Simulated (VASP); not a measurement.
Band structure of CdHg3Te4 (space group P-43m). Level of theory: PBEsol GGA, VASP's PBE PAW potentials (set 64) (plane waves; VASP 6.6.1).

Unless said otherwise, spin-orbit coupling is left out, though it shifts the bands of the heavy elements here.

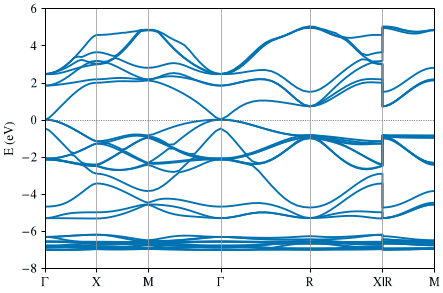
Fig. 1. Bands along high-symmetry lines, zero at the valence-band maximum or, without a gap, the Fermi level

Question: Read the plot: is there a gap, and where are the band edges?

Answer: It has no gap at this level: it comes out as a metal or semimetal. (Edges off the drawn lines would not show.)

The structure comes from a computed database's CdHg3Te4 entry (P-43m); how it stands against other phases isn't given here. It was relaxed first.
